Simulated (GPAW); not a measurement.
# Core level calculation, with input and output: BF3

System: BF3, SMILES FB(F)F.
Method: DELTA-SCF (revPBE)/real-space grid, scalar-relativistic datasets (GPAW 26.7.0).

The run did not end well. The geometry comes from this level: GFN2-xTB. Figures and captions count atoms from 1; the log counts them from 0 in places.

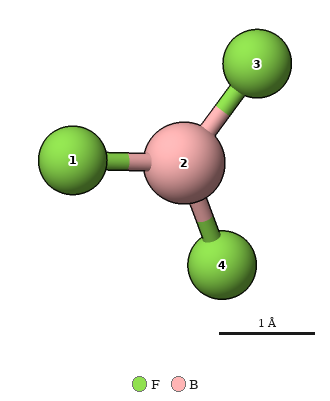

Fig. 1: The structure (ball-and-stick view, seen at a tilt; atoms are numbered from 1 in the order of the input). Bond lengths as drawn: B–F 1.30 Å.

Outcome

```csv
quantity,value
outcome,not converged
hardware,"1 thread of Arm Neoverse V2, 24 GiB of memory available, shared host"
wall time,15 min
peak memory,1.6 GiB
```

Diagnosis

The run did not converge. Its last values are not results.

Input file (run_xps.py)
```python
from ase.io.zmatrix import parse_zmatrix
from gpaw import GPAW, setup_paths
from gpaw.atom.configurations import parameters
from gpaw.atom.generator import Generator

# Set up the molecule
atoms = parse_zmatrix("""
F
B 1 1.300076
F 2 1.300146 1 120.00666
F 2 1.300178 1 120.00162 3 -179.87559
""")
atoms.set_cell([12.0, 12.0, 12.0])
atoms.center()

# GPAW settings
dft = GPAW(mode='fd',
           h=0.16,
           xc='revPBE',
           maxiter=150,
           poissonsolver={'name': 'fd'},
           symmetry='off',
           txt='-')
atoms.calc = dft
e0 = atoms.get_potential_energy() + dft.get_reference_energy()

# Core-hole setup
Generator('F', xcname='revPBE', scalarrel=True, corehole=(1, 0, 1.0), nofiles=True, txt=None).run(name='ch1s', **parameters['F'])
setup_paths.insert(0, '.')
atoms[0].magmom = 1
# The dataset lacks one core electron: charge -1 puts it into the valence
dft = GPAW(mode='fd',
           occupations={'name': 'fermi-dirac', 'width': 0.0, 'fixmagmom': True},
           symmetry='off',
           setups={0: 'ch1s'},
           poissonsolver={'name': 'fd'},
           spinpol=True,
           maxiter=150,
           h=0.16,
           charge=-1,
           xc='revPBE',
           txt='-')
atoms.calc = dft
e1 = atoms.get_potential_energy() + dft.get_reference_energy()
be = e1 - e0
print(f'F 1s first excitation   {be:.2f} eV')
```

Run as:
```bash
python run_xps.py > run_xps.log
```

Output
```
__  _  _
 | _ |_)|_||  |
 |__||  | ||/\| - 26.7.0

units:  Angstrom and eV
cores:  1
OpenMP: False

Versions:
  Python: 3.12.14
  ASE:    3.29.0
  Numpy:  2.5.5
  Scipy:  1.18.1
  Libxc:  7.0.0

        _gpaw.cpython-312-aarch64-linux-gnu.so

Input parameters:
  mode=FD(),
  h=0.16,
  maxiter=150,
  poissonsolver=PoissonSolver(name='fd'),
  symmetry=Symmetry(point_group=False, time_reversal=False),
  xc=XC(name='revPBE')

Diagonalizing LCAO Hamiltonian
Converting LCAO to fd mode
        .----------------------------.
       /|                            |
      / |                            |
     /  |                            |
    /   |                            |
   /    |                            |
  /     |                            |
 *      |                            |
 |      |                            |
 |      |                            |
 |      |             F              |
 |      |        F  B                |
 |      |            F               |
 |      |                            |
 |      |                            |
 |      .----------------------------.
 |     /                            /
 |    /                            /
 |   /                            /
 |  /                            /
 | /                            /
 |/                            /
 *----------------------------*

Atoms  # Å, Bohr magnetons
|   | symbol |        x |        y |        z |    initial magnetic moments |
|---|--------|----------|----------|----------|-----------------------------|
| 0 |      F | 5.024860 | 6.000041 | 6.001222 | ( 0.0000,  0.0000,  0.0000) |
| 1 |      B | 6.324936 | 6.000041 | 6.001222 | ( 0.0000,  0.0000,  0.0000) |
| 2 |      F | 6.975140 | 7.125925 | 6.001222 | ( 0.0000,  0.0000,  0.0000) |
| 3 |      F | 6.975057 | 4.874075 | 5.998778 | ( 0.0000,  0.0000,  0.0000) |

Unit cell  # Å
| periodic |         x |         y |         z |   lengths |    angles |
|----------|-----------|-----------|-----------|-----------|-----------|
|       no | 12.000000 |  0.000000 |  0.000000 | 12.000000 | 90.000000 |
|       no |  0.000000 | 12.000000 |  0.000000 | 12.000000 | 90.000000 |
|       no |  0.000000 |  0.000000 | 12.000000 | 12.000000 | 90.000000 |

Number of symmetries: 1
Symmetry operations  # r_c * U_cc + t_c -> r_c
|   | kind |            matrix            |
|---|------|------------------------------|
| 0 |  E   |  1, 0, 0,  0, 1, 0,  0, 0, 1 |

BZ-sampling:
  Number of BZ points: 1
  Number of IBZ points: 1

  Monkhorst-Pack size: [1, 1, 1]
  Monkhorst-Pack shift: [0, 0, 0]

K-points  # in reciprocal-cell coordinates
|   |                                coordinates |     weight |
|---|--------------------------------------------|------------|
| 0 | (  0.00000000,   0.00000000,   0.00000000) | 1.00000000 |

Uniform wave function grid shape: (np.int64(75), np.int64(75), np.int64(75))
Spin-components: 1 (collinear spins)
Bands:           16
Projectors:      20
Spin-degeneracy: 2
Datatype:        float64

  Storage: CPU
  Wave functions: 54_000_000 bytes (54_000_000 per core)

Parallelization:
  kpt:    1
  domain: 1
  band:   1

Density:
  Valence electrons: 24.0
  Components: 1
  Grid points: [76 76 76]
  Charge: 0.0  # |e|

Potential:
  Grid points: [76 76 76]

species:
  F:
    name:    Fluorine
    Z:       9.0
    valence: 7
    core:    2
    charge:  0.0  # [|e|]
    file:    F.revPBE.gz
    compensation charges:
      type: gauss
      rc: 0.20  # [Å]
      lmax: 2
    cutoffs:
      filter: 1.14  # [Å]
      core: 0.74  # [Å]
    projectors
    | kind |    occ | energy [eV] | rcut [Å] |
    |------|--------|-------------|----------|
    |   2s |  2.000 |     -29.933 |    0.635 |
    |   2p |  5.000 |     -11.043 |    0.635 |
    |    s |        |      -2.721 |    0.635 |
    |    p |        |      16.168 |    0.635 |
    |    d |        |       0.000 |    0.635 |

    Using partial waves for F as LCAO basis

  B:
    name:    Boron
    Z:       5.0
    valence: 3
    core:    2
    charge:  0.0  # [|e|]
    file:    B.revPBE.gz
    compensation charges:
      type: gauss
      rc: 0.20  # [Å]
      lmax: 2
    cutoffs:
      filter: 1.14  # [Å]
      core: 1.38  # [Å]
    projectors
    | kind |    occ | energy [eV] | rcut [Å] |
    |------|--------|-------------|----------|
    |   2s |  2.000 |      -9.465 |    0.635 |
    |   2p |  1.000 |      -3.568 |    0.635 |
    |    s |        |      17.746 |    0.635 |
    |    p |        |      23.644 |    0.635 |
    |    d |        |       0.000 |    0.635 |

    Using partial waves for B as LCAO basis

Reference energy: -8818.109075  # eV

eigensolver:
  PPCG
  Converge bands: occupied
  niter=2

density mixing:
  MSR1-Mixer
  Pratt-step length: 0.05
  Maximum mixing coefficient: 0.75
  Old densities: 10
  SVD Regularization: 0.005
  Good broyden scale: 1.0
  Trust region scale: 1.0
  Backstep threshold: 4.0
  History deletion threshold: 6.0
  Fourier metric: weight=20.0, sigma=0.015

occupation numbers:
  # Zero width

Jacobi solver with 4 multi-grid levels
    Coarsest grid: 19 x 19 x 19 points
    Stencil: 6*3+1=19 point O(h^6) finite-difference Laplacian
    Max iterations: 1000
    Tolerance: 2.000000e-10

xc functional:
  name: revPBE with 2 nearest neighbor stencil
interpolation: tri-quintic # 5. degree polynomial

Initialization done in: 11.515 s

convergence criteria:
- Maximum [total energy] change in last 3 cyles: 0.0005 eV / valence electron
- Maximum integral of absolute [dens]ity change: 0.0001 electrons / valence electron
- Maximum integral of absolute [eigenst]ate change: 4e-08 eV^2 / valence electron
maximum number of iterations: 150

SCF iterations
|iter     |     time |      energy | eigst |  dens |
|---------|----------|-------------|-------|-------|
|iter:   1| 00:00:13 |  -23.965612 | +1.09 |       |
|iter:   2| 00:00:16 |  -23.739166 | -0.24 | -1.00 |
|iter:   3| 00:00:23 |  -22.843676 | +0.21 | -1.05 |
|iter:   4| 00:00:28 |  -22.853476 | -0.83 | -1.58 |
|iter:   5| 00:00:32 |  -22.860430 | -1.56 | -1.92 |
|iter:   6| 00:00:36 |  -22.861299c| -2.39 | -2.70 |
|iter:   7| 00:00:39 |  -22.861061c| -3.32 | -3.25 |
|iter:   8| 00:00:41 |  -22.860938c| -4.08 | -3.63 |
|iter:   9| 00:00:44 |  -22.860764c| -4.81 | -4.06c|
|iter:  10| 00:00:46 |  -22.861037c| -5.56 | -4.78c|
|iter:  11| 00:00:48 |  -22.860894c| -6.23 | -4.89c|
|iter:  12| 00:00:50 |  -22.861015c| -6.89 | -5.10c|
|iter:  13| 00:00:52 |  -22.860930c| -7.55c| -5.57c|

Converged in 13 steps
SCF loop duration: 40.414 s (3.109 s/step)
Energy contributions relative to reference atoms: (reference = -8818.109075)

Energy contributions:
  Kinetic:          32.234994
  Coulomb:         -33.045386
  Zero:              0.291201
  External:          0.000000
  Xc:              -22.341740
  Entropy:           0.000000
  Spinorbit:         0.000000
  ----------------------------
  Free energy:     -22.860930
  Extrapolated:    -22.860930

dipole moment: (-0.000251, 0.000048, 0.000705)  # |e|*Ang

Fermi level: -5.354
Eigenvalues  # (at kpt = [0.000, 0.000, 0.000])
| band index |      eig [eV] | occ [0-2] |
|------------|---------------|-----------|
|          0 |       -32.087 |     2.000 |
|        ... |               |           |
|          4 |       -13.897 |     2.000 |
|          5 |       -13.897 |     2.000 |
|          6 |       -12.961 |     2.000 |
|          7 |       -11.082 |     2.000 |
|          8 |       -11.082 |     2.000 |
|          9 |       -10.926 |     2.000 |
|         10 |       -10.925 |     2.000 |
|         11 |        -9.940 |     2.000 |
|         12 |        -0.767 |     0.000 |
|         13 |        -0.146 |     0.000 |
|         14 |         0.720 |     0.000 |
|         15 |         0.723 |     0.000 |

Gap: 9.173 eV
Transition (v -> c):
  (s=0, k=0, n=11, [0.00, 0.00, 0.00]) -> (s=0, k=0, n=12, [0.00, 0.00, 0.00])
No difference between direct/indirect transitions
vacuum-level: 0.000  # V
  __  _  _
 | _ |_)|_||  |
 |__||  | ||/\| - 26.7.0

units:  Angstrom and eV
cores:  1
OpenMP: False

Versions:
  Python: 3.12.14
  ASE:    3.29.0
  Numpy:  2.5.5
  Scipy:  1.18.1
  Libxc:  7.0.0

        _gpaw.cpython-312-aarch64-linux-gnu.so

Input parameters:
  mode=FD(),
  charge=-1,
  h=0.16,
  maxiter=150,
  occupations=Occupations(name='fermi-dirac', width=0.0, fixmagmom=True),
  poissonsolver=PoissonSolver(name='fd'),
  setups={0: 'ch1s'},
  spinpol=True,
  symmetry=Symmetry(point_group=False, time_reversal=False),
  xc=XC(name='revPBE')

timing:  # [seconds]
  Total: 52.103  # ━━━━━━━━━━━━━━━━━━━━━━━━━━━━━━━━━━━━━━━━━━━━━━━━━━━━━━━━━━
  Init:  11.515  # ━━━━━━━━━━━━━
  SCF:   40.414  # ━━━━━━━━━━━━━━━━━━━━━━━━━━━━━━━━━━━━━━━━━━━━━

Max RSS: 1051.730  # MiB

Diagonalizing LCAO Hamiltonian
Converting LCAO to fd mode
        .----------------------------.
       /|                            |
      / |                            |
     /  |                            |
    /   |                            |
   /    |                            |
  /     |                            |
 *      |                            |
 |      |                            |
 |      |                            |
 |      |             F              |
 |      |        F  B                |
 |      |            F               |
 |      |                            |
 |      |                            |
 |      .----------------------------.
 |     /                            /
 |    /                            /
 |   /                            /
 |  /                            /
 | /                            /
 |/                            /
 *----------------------------*

Atoms  # Å, Bohr magnetons
|   | symbol |        x |        y |        z |    initial magnetic moments |
|---|--------|----------|----------|----------|-----------------------------|
| 0 |      F | 5.024860 | 6.000041 | 6.001222 | ( 0.0000,  0.0000,  1.0000) |
| 1 |      B | 6.324936 | 6.000041 | 6.001222 | ( 0.0000,  0.0000,  0.0000) |
| 2 |      F | 6.975140 | 7.125925 | 6.001222 | ( 0.0000,  0.0000,  0.0000) |
| 3 |      F | 6.975057 | 4.874075 | 5.998778 | ( 0.0000,  0.0000,  0.0000) |

Unit cell  # Å
| periodic |         x |         y |         z |   lengths |    angles |
|----------|-----------|-----------|-----------|-----------|-----------|
|       no | 12.000000 |  0.000000 |  0.000000 | 12.000000 | 90.000000 |
|       no |  0.000000 | 12.000000 |  0.000000 | 12.000000 | 90.000000 |
|       no |  0.000000 |  0.000000 | 12.000000 | 12.000000 | 90.000000 |

Number of symmetries: 1
Symmetry operations  # r_c * U_cc + t_c -> r_c
|   | kind |            matrix            |
|---|------|------------------------------|
| 0 |  E   |  1, 0, 0,  0, 1, 0,  0, 0, 1 |

BZ-sampling:
  Number of BZ points: 1
  Number of IBZ points: 1

  Monkhorst-Pack size: [1, 1, 1]
  Monkhorst-Pack shift: [0, 0, 0]

K-points  # in reciprocal-cell coordinates
|   |                                coordinates |     weight |
|---|--------------------------------------------|------------|
| 0 | (  0.00000000,   0.00000000,   0.00000000) | 1.00000000 |

Uniform wave function grid shape: (np.int64(75), np.int64(75), np.int64(75))
Spin-components: 2 (collinear spins)
Bands:           16
Projectors:      20
Spin-degeneracy: 1
Datatype:        float64

  Storage: CPU
  Wave functions: 108_000_000 bytes (108_000_000 per core)

Parallelization:
  kpt:    1
  domain: 1
  band:   1

Density:
  Valence electrons: 25.0
  Components: 2
  Grid points: [76 76 76]
  Charge: 0.0  # |e|

Potential:
  Grid points: [76 76 76]

species:
  F:  # (1.0 core hole)
    name:    Fluorine
    Z:       9.0
    valence: 7
    core:    1.0
    charge:  1.0  # [|e|]
    file:    F.ch1s.revPBE
    compensation charges:
      type: gauss
      rc: 0.20  # [Å]
      lmax: 2
    cutoffs:
      filter: 1.14  # [Å]
      core: 0.67  # [Å]
    projectors
    | kind |    occ | energy [eV] | rcut [Å] |
    |------|--------|-------------|----------|
    |   2s |  2.000 |     -51.557 |    0.635 |
    |   2p |  5.000 |     -32.797 |    0.635 |
    |    s |        |     -24.345 |    0.635 |
    |    p |        |      -5.586 |    0.635 |
    |    d |        |       0.000 |    0.635 |

    Using partial waves for F as LCAO basis

  B:
    name:    Boron
    Z:       5.0
    valence: 3
    core:    2
    charge:  0.0  # [|e|]
    file:    B.revPBE.gz
    compensation charges:
      type: gauss
      rc: 0.20  # [Å]
      lmax: 2
    cutoffs:
      filter: 1.14  # [Å]
      core: 1.38  # [Å]
    projectors
    | kind |    occ | energy [eV] | rcut [Å] |
    |------|--------|-------------|----------|
    |   2s |  2.000 |      -9.465 |    0.635 |
    |   2p |  1.000 |      -3.568 |    0.635 |
    |    s |        |      17.746 |    0.635 |
    |    p |        |      23.644 |    0.635 |
    |    d |        |       0.000 |    0.635 |

    Using partial waves for B as LCAO basis

  F:
    name:    Fluorine
    Z:       9.0
    valence: 7
    core:    2
    charge:  0.0  # [|e|]
    file:    F.revPBE.gz
    compensation charges:
      type: gauss
      rc: 0.20  # [Å]
      lmax: 2
    cutoffs:
      filter: 1.14  # [Å]
      core: 0.74  # [Å]
    projectors
    | kind |    occ | energy [eV] | rcut [Å] |
    |------|--------|-------------|----------|
    |   2s |  2.000 |     -29.933 |    0.635 |
    |   2p |  5.000 |     -11.043 |    0.635 |
    |    s |        |      -2.721 |    0.635 |
    |    p |        |      16.168 |    0.635 |
    |    d |        |       0.000 |    0.635 |

    Using partial waves for F as LCAO basis

Reference energy: -8109.754893  # eV

eigensolver:
  PPCG
  Converge bands: occupied
  niter=2

density mixing:
  MSR1-Mixer
  Pratt-step length: 0.05
  Maximum mixing coefficient: 0.75
  Old densities: 10
  SVD Regularization: 0.005
  Good broyden scale: 1.0
  Trust region scale: 1.0
  Backstep threshold: 4.0
  History deletion threshold: 6.0
  Fourier metric: weight=20.0, sigma=0.015

occupation numbers:
  Fixed magnetic moment: 1.000
  # Zero width

Jacobi solver with 4 multi-grid levels
    Coarsest grid: 19 x 19 x 19 points
    Stencil: 6*3+1=19 point O(h^6) finite-difference Laplacian
    Max iterations: 1000
    Tolerance: 2.000000e-10

xc functional:
  name: revPBE with 2 nearest neighbor stencil
interpolation: tri-quintic # 5. degree polynomial

Initialization done in: 12.293 s

convergence criteria:
- Maximum [total energy] change in last 3 cyles: 0.0005 eV / valence electron
- Maximum integral of absolute [dens]ity change: 0.0001 electrons / valence electron
- Maximum integral of absolute [eigenst]ate change: 4e-08 eV^2 / valence electron
maximum number of iterations: 150

SCF iterations
|iter     |     time |      energy | eigst |  dens |  magmom |
|---------|----------|-------------|-------|-------|---------|
|iter:   1| 00:01:07 |  -42.379032 | +1.18 |       |  +1.0332|
|iter:   2| 00:01:14 |  -42.694557 | +0.66 | -0.82 |  +1.0316|
|iter:   3| 00:01:27 |  -42.117884 | +0.57 | -0.83 |  +1.0107|
|iter:   4| 00:01:38 |  -42.184469 | +0.60 | -0.80 |  +1.0084|
|iter:   5| 00:01:49 |  -42.705540 | +0.14 | -1.05 |  +1.0046|
|iter:   6| 00:01:58 |  -42.503786 | -0.48 | -1.06 |  +1.0029|
|iter:   7| 00:02:10 |  -42.743490 | -0.50 | -1.22 |  +1.0006|
|iter:   8| 00:02:20 |  -42.605871 | -0.56 | -1.09 |  +0.9996|
|iter:   9| 00:02:30 |  -42.530922 | -0.81 | -1.25 |  +0.9998|
|iter:  10| 00:02:37 |  -42.533049 | -1.81 | -1.43 |  +0.9999|
[... 130 lines of further cycles ...]
|iter: 141| 00:14:03 |  -42.525728c| -4.06 | -1.35 |  +1.0000|
|iter: 142| 00:14:09 |  -42.521858c| -3.66 | -1.21 |  +1.0000|
|iter: 143| 00:14:13 |  -42.521007c| -4.51 | -1.43 |  +1.0000|
|iter: 144| 00:14:17 |  -42.521351c| -5.35 | -1.42 |  +1.0000|
|iter: 145| 00:14:23 |  -42.526790c| -4.20 | -1.45 |  +1.0000|
|iter: 146| 00:14:28 |  -42.522133c| -4.22 | -1.18 |  +1.0000|
|iter: 147| 00:14:33 |  -42.521109c| -4.56 | -1.32 |  +1.0000|
|iter: 148| 00:14:37 |  -42.520745c| -5.46 | -1.42 |  +1.0000|
|iter: 149| 00:14:42 |  -42.523378c| -4.60 | -1.42 |  +1.0000|
|iter: 150| 00:14:48 |  -42.521370c| -3.93 | -1.16 |  +1.0000|
gpaw.KohnShamConvergenceError
```
